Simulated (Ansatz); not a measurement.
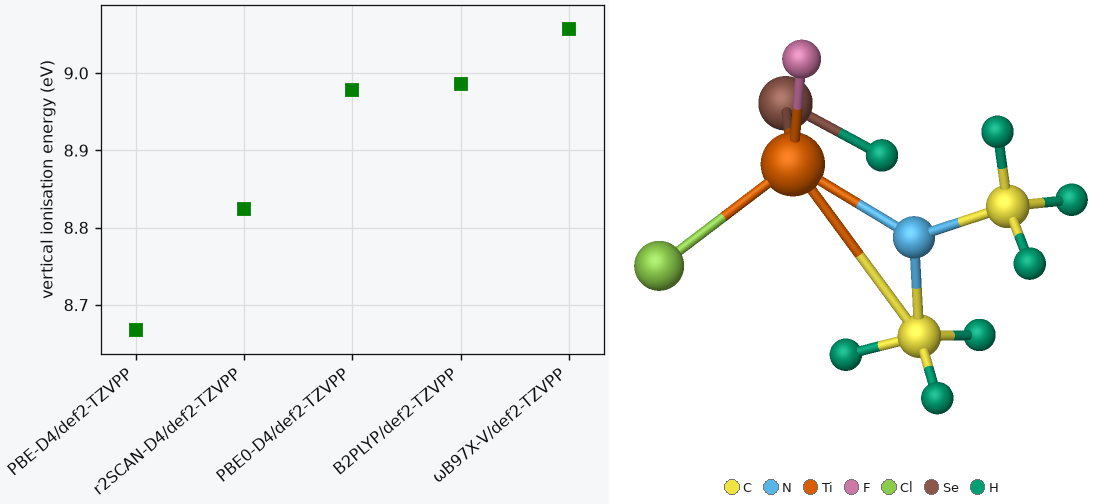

Vertical ionisation energy of C₂H₇ClFNSeTi, singlet, taken as the energy of the cation less that of the neutral at fixed geometry (unrestricted doublet cation, cores frozen in correlated methods, no spin-orbit coupling), the Ansatz code, at a PBE0-D4/def2-TZVP geometry (no frequency check).

Q: What range do the values span?

A: From 8.67 eV (PBE-D4/def2-TZVPP) to 9.06 eV (ωB97X-V/def2-TZVPP).

Q: Give the values.

A:
| level | eV |
| --- | --- |
| PBE-D4/def2-TZVPP | 8.67 |
| r2SCAN-D4/def2-TZVPP | 8.82 |
| PBE0-D4/def2-TZVPP | 8.98 |
| B2PLYP/def2-TZVPP | 8.99 |
| ωB97X-V/def2-TZVPP | 9.06 |

Limits of at least one run: no scalar relativity up to krypton; one conformer of a flexible molecule; outer-core shells are correlated without core-valence functions, which makes the correlated values less sure.
